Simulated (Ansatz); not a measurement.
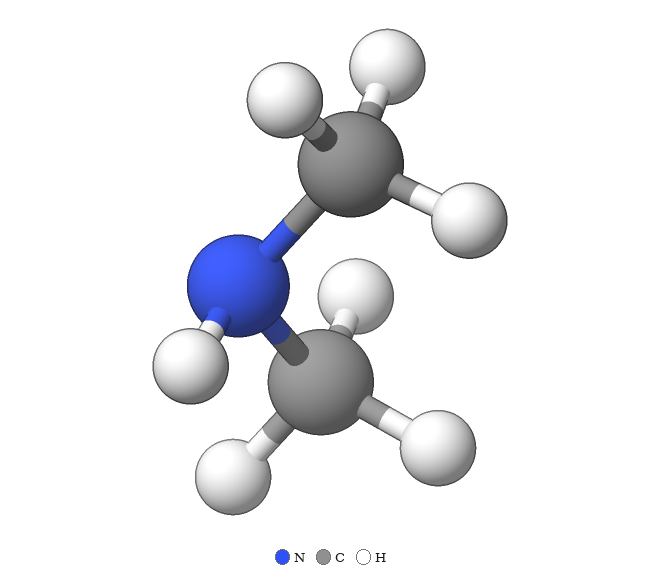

Rendered structure (ball-and-stick style).

Computed geometry: PBE0-D4/def2-TZVP optimisation.

Description:

Formula C₂H₇N. The point group is Cs. Coordination: 1 N trigonal pyramidal; 2 C tetrahedral.

The parts below concern this one geometry. Atoms keep their numbers from picture to picture.

### Shape

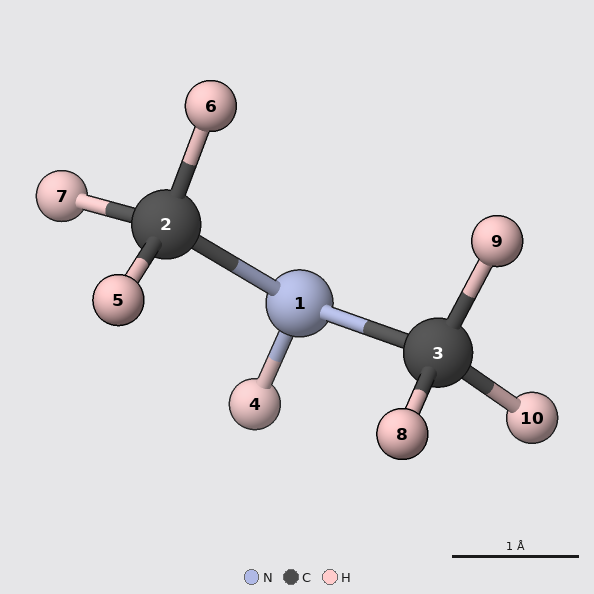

The atoms are numbered.

Give the bond lengths.

```tsv
bond	length (Å)
N1–C2	1.445
N1–C3	1.445
N1–H4	1.011
C2–H5	1.104
C2–H6	1.094
C2–H7	1.092
C3–H8	1.104
C3–H9	1.094
C3–H10	1.092
```

### Dipole moment

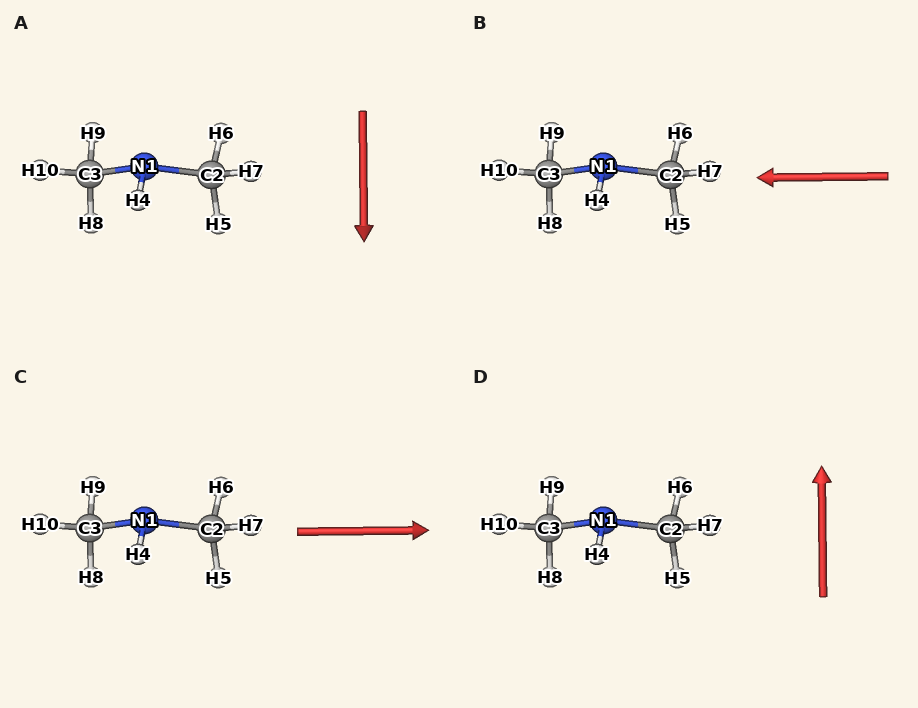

The same molecule four times, each with an arrow. Method: RKS PBE0-D4/def2-TZVP (Ansatz 0.2.0).

Question: Which arrow points along the dipole moment, from the negative to the positive end?

Answer: A. The dipole moment is 0.96 D; it points from the side of H6, H9 to the side of H5, H8 (the outermost atoms at the two ends).

### Thermal motion

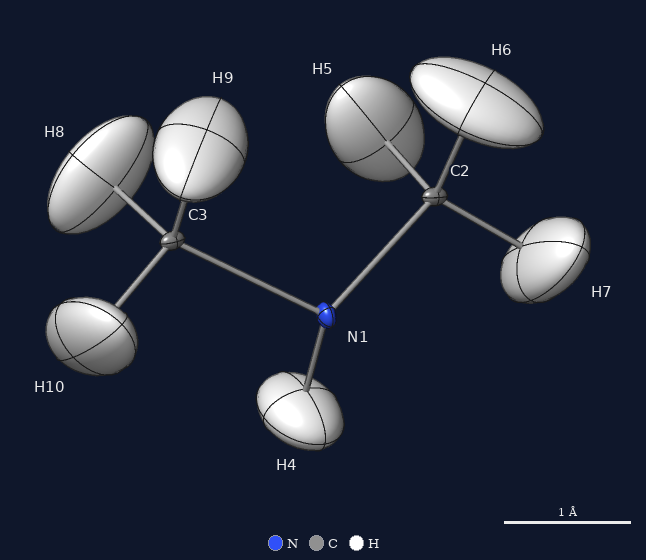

Displacement ellipsoids at the 50 % level, enlarged 2 times, from the internal vibrations of the free molecule (harmonic, no overall translation or rotation; no half-axis is drawn under 0.075 Å). Vibrations computed with RKS PBE0-D4/def2-TZVP (Ansatz 0.2.0). Temperature: 200 K.

List U_eq and the three principal root-mean-square amplitudes for each kind of atom.

```json
{"atom": "N1", "U_eq (Å²)": "0.0010", "rms amplitudes (Å)": "0.024, 0.032, 0.037"}
{"atom": "C2, C3", "U_eq (Å²)": "0.00081", "rms amplitudes (Å)": "0.023, 0.024, 0.036"}
{"atom": "H4", "U_eq (Å²)": "0.0121", "rms amplitudes (Å)": "0.074, 0.107, 0.140"}
{"atom": "H5, H8", "U_eq (Å²)": "0.0180", "rms amplitudes (Å)": "0.075, 0.122, 0.183"}
{"atom": "H6, H9", "U_eq (Å²)": "0.0184", "rms amplitudes (Å)": "0.074, 0.119, 0.188"}
{"atom": "H7, H10", "U_eq (Å²)": "0.0189", "rms amplitudes (Å)": "0.078, 0.118, 0.192"}
```

### Vibrations

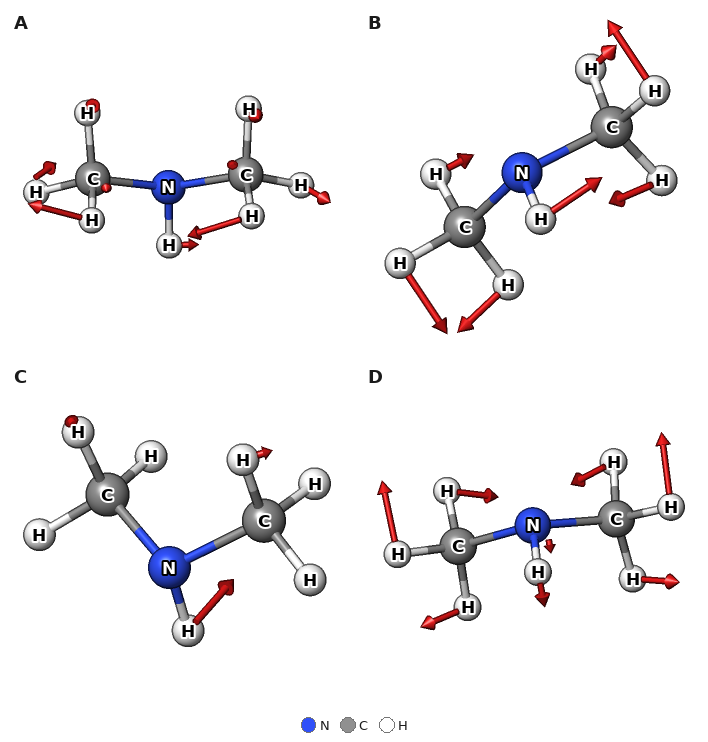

4 normal modes of one molecule or complex, as arrows. Harmonic vibrations computed with RKS PBE0-D4/def2-TZVP (Ansatz 0.2.0) at a stationary point of the same level.

Question: Match the panels to the wavenumbers 264 cm⁻¹, 774 cm⁻¹, 1102 cm⁻¹, 1469 cm⁻¹.

Answer: A: 1102 cm⁻¹, H–C–N bending
B: 1469 cm⁻¹, H–C–H bending
C: 774 cm⁻¹, C–N–H bending
D: 264 cm⁻¹, a torsion or out-of-plane motion in which bond lengths and bond angles hardly change
